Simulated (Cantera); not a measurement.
Charge: 1 mol V, 5.6 mol H2O, 9.9 mol N2, at 0.100 bar.

Method: chemical equilibrium by Gibbs-energy minimisation in Cantera with the NASA 1993 tables (ideal gas, pure condensed phases). Candidate condensed phases: H2O, V, VN, VO, V2O3, V2O4, V2O5; 28 gas species. Condensed phases not in the tables: the oxides between V2O3 and V2O5 other than VO2. Kinetics and transport are ignored.

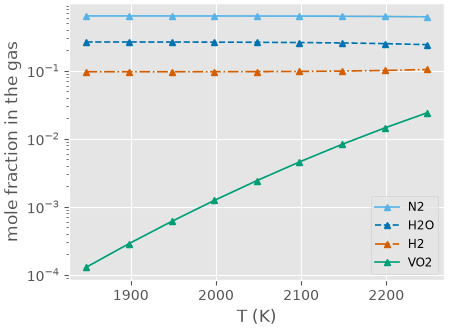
Figure: Equilibrium gas composition (values under 1e-9 drawn at 1e-9)

### Question
Read off the mole fractions at 2198 K.

### Answer
N2 about 0.63, H2O about 0.25, H2 about 0.10, VO2 about 0.014.
